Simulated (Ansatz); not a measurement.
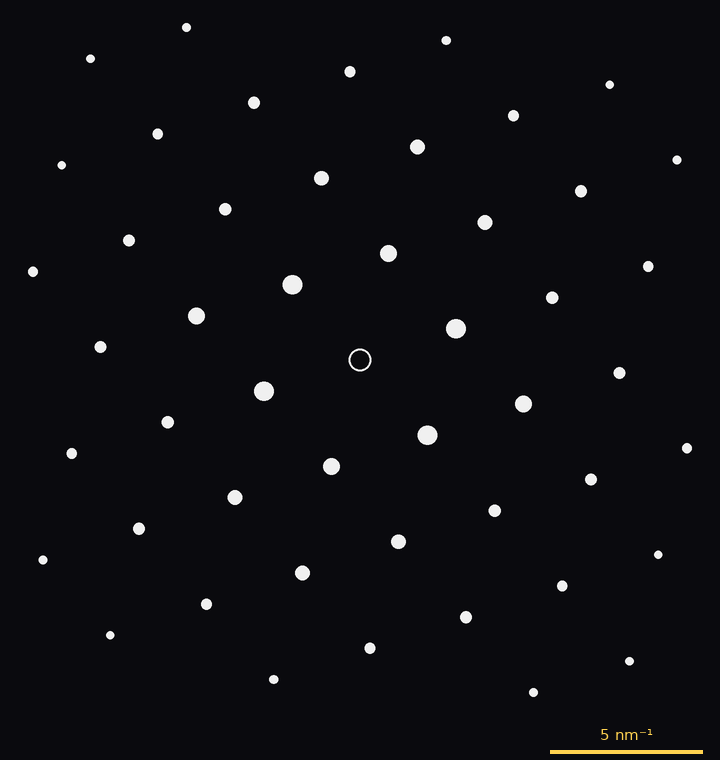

Computed electron diffraction pattern, 200 kV, single scattering only, B = 1 Å².

It belongs to YPb2IO4, space group P4/mmm (No. 123), a = 3.88 Å, c = 9.41 Å. Structure: coordinates from a relaxation (final pressure about 3.4 GPa) with DFT, PAW plane waves, r2scan in Ansatz 0.2.0; the starting structure was generated, so it need not be a known form of this composition.

> Measure the pattern against the scale bar and name the zone.

The spots form a centred rectangular net with both shortest vectors at d = 2.99 Å, 66.1° apart. They index as -1 0 2 and 0 -1 2, so the zone axis is [221] (or an equivalent direction of <221>).

> List the strongest reflections.

Strongest reflections with d > 0.90 Å, one of each family (|F|² from tabulated Gaussian fits of the electron scattering factors, times a small damping for the curvature of the Ewald sphere):

```csv
hkl,d (Å),I (strongest = 100)
1 0 -2,2.993,100
1 1 -4,1.786,56
1 -1 0,2.742,55
2 -1 -2,1.627,32
2 -2 0,1.371,31
2 0 -4,1.496,16
```
